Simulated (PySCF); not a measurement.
# GeSe (Germanium monoselenide): levels of theory compared

Aim: a comparison of 6 runs (BHLYP/aug-cc-pVTZ, SVWN5/aug-cc-pVTZ, TPSS/aug-cc-pVTZ, r2SCAN/aug-cc-pVTZ, wB97M-V/aug-cc-pVTZ, SCS-MP2/aug-cc-pVTZ) of GeSe (Germanium monoselenide). Input form: a Python script.

The calculation is run with PySCF 2.14.0.

2 further runs of the same task are left out: 2 set aside as unsound or not needed.

## (1) Starting point

The species is GeSe (2 atoms), meant as a singlet with charge 0. SMILES: `[Ge-]#[Se+]`. The bond length is the measured one.

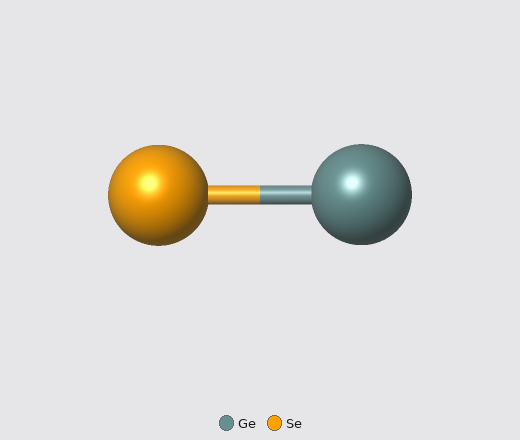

The structure, seen from a chosen angle (germanium teal, selenium orange).

## (2) The energy at BHLYP/aug-cc-pVTZ (run 1)

The input, input.py:

```python
# Germanium monoselenide
from pyscf import gto, dft

mol = gto.M(
    atom='''
Ge       0.000000       0.000000       0.000000
Se       0.000000       0.000000       2.134629
''',
    max_memory=1860,
    spin=0,
    verbose=3,
    basis='aug-cc-pvtz',
)

calc0 = dft.RKS(mol, xc='bhandhlyp')
calc0.grids.level = 5
calc0.conv_tol = 1e-10
calc0.kernel()
if not calc0.converged:
    calc0 = calc0.newton().run(calc0.mo_coeff, calc0.mo_occ)

e_final = calc0.e_tot
print('Final energy', e_final)
```

Launch:

```bash
$ OMP_NUM_THREADS=1 python input.py
```

Log:

```text
converged SCF energy = -4478.64719039147
Final energy -4478.647190391468
```

Wall time 18 s (1 thread of Arm Neoverse V1, shared host); peak memory 0.61 GiB.

## (3) A single-point energy at SVWN5/aug-cc-pVTZ (run 2)

The input, run.py:

```python
# Germanium monoselenide
from pyscf import gto, dft

mol = gto.Mole()
mol.atom = [
    ('Ge', (0.000000, 0.000000, 0.000000)),
    ('Se', (0.000000, 0.000000, 2.134629)),
]
mol.basis = 'aug-cc-pvtz'
mol.verbose = 4
mol.max_memory = 1860
mol.build()

ks = dft.RKS(mol)
ks.xc = 'svwn'
ks.grids.level = 5
ks.conv_tol = 1e-10
ks.kernel()
if not ks.converged:
    ks = ks.newton().run(ks.mo_coeff, ks.mo_occ)

energy = ks.e_tot
print('E(%s) = %.9f' % ('SVWN5', energy))
```

Launch:

```bash
$ OMP_NUM_THREADS=1 python run.py
```

Log:

```text
PySCF version 2.14.0

[INPUT] num. atoms = 2
[INPUT] num. electrons = 66
[INPUT] charge = 0
[INPUT] spin (= nelec alpha-beta = 2S) = 0
[INPUT] symmetry False subgroup None
[INPUT] Mole.unit = angstrom
[INPUT] Symbol           X                Y                Z      unit          X                Y                Z       unit  Magmom
[INPUT]  1 Ge     0.000000000000   0.000000000000   0.000000000000 AA    0.000000000000   0.000000000000   0.000000000000 Bohr   0.0
[INPUT]  2 Se     0.000000000000   0.000000000000   2.134629000000 AA    0.000000000000   0.000000000000   4.033864187554 Bohr   0.0

nuclear repulsion = 269.716566898023
number of shells = 28
number of NR pGTOs = 254
number of NR cGTOs = 118
basis = aug-cc-pvtz
ecp = {}

[... 59 lines left out ...]
converged SCF energy = -4472.13501226651
E(SVWN5) = -4472.135012267
```

Wall time 19 s (1 thread of Arm Neoverse V1, shared host); peak memory 0.44 GiB.

Runs 3 to 5 aren't shown in full; the table further down has their settings and results.

## (4) A single-point energy at SCS-MP2/aug-cc-pVTZ (run 6)

The input, input.py:

```python
from pyscf import gto, mp

mol = gto.M(
    atom=[
    ('Ge', (0.000000, 0.000000, 0.000000)),
    ('Se', (0.000000, 0.000000, 2.134629)),
],
    basis='aug-cc-pvtz',
    max_memory=1860,
    verbose=3,
)

mf = mol.RHF()
mf.conv_tol = 1e-10
mf.kernel()
if not mf.converged:
    mf = mf.newton().run(mf.mo_coeff, mf.mo_occ)

pt = mp.MP2(mf, frozen=18).run()
etot = mf.e_tot + 1.2 * pt.e_corr_os + pt.e_corr_ss / 3
print(f'total energy: {etot:.8f} hartree')
```

Launch:

```bash
$ OMP_NUM_THREADS=1 python input.py
```

Log:

```text
converged SCF energy = -4475.33580251246
E(RMP2) = -4475.71834823965  E_corr = -0.382545727192968
E(SCS-RMP2) = -4475.69544140546  E_corr = -0.359638893003929
total energy: -4475.69544141 hartree
```

Run time: 7.5 s. Hardware: 1 thread of Arm Neoverse V1, shared host; peak memory 0.38 GiB.

## (5) Overview of the runs

```
run                level  nlc grid  integration grid   energy (Eh)  dipole moment (D) of the reference  HOMO energy (eV)  LUMO energy (eV)  wall time
  1    BHLYP/aug-cc-pVTZ         –                 5  -4478.647190                                2.12             -8.41             -1.72       18 s
  2    SVWN5/aug-cc-pVTZ         –                 5  -4472.135012                                1.59             -6.83             -3.39       19 s
  3     TPSS/aug-cc-pVTZ         –                 5  -4478.581636                                1.64             -6.73             -3.16       28 s
  4   r2SCAN/aug-cc-pVTZ         –                 5  -4478.655783                                1.66             -6.94             -3.14       28 s
  5  wB97M-V/aug-cc-pVTZ         1                 5  -4478.432100                                2.08             -9.61             -0.70       98 s
  6  SCS-MP2/aug-cc-pVTZ         –                 –  -4475.695441                                2.49             -9.71              0.15      7.5 s
```

## (6) Summary of results

| quantity | value |
| --- | --- |
| run 6: total energy | -4475.69544 Eh |
| run 6: dipole moment (Hartree–Fock density) | 2.49 D |
| run 6: HOMO energy (Hartree–Fock orbitals) | -9.71 eV |
| run 6: LUMO energy (Hartree–Fock orbitals) | 0.15 eV |
| run 6: HOMO–LUMO gap (Hartree–Fock orbitals) | 9.86 eV |
| run 6: correlation energy (18 core orbitals frozen) | -359.6 mEh |

In words: Over runs 1, 2, 3, 4, 5 the dipole moment (its size) runs from 1.59 D (SVWN5/aug-cc-pVTZ) to 2.12 D (BHLYP/aug-cc-pVTZ). Over runs 1, 2, 3, 4, 5 the HOMO–LUMO gap runs from 3.44 eV (SVWN5/aug-cc-pVTZ) to 8.90 eV (wB97M-V/aug-cc-pVTZ). Totals of different functionals can't be ranked against each other. All runs together took 3.3 min, the longest 98 s.
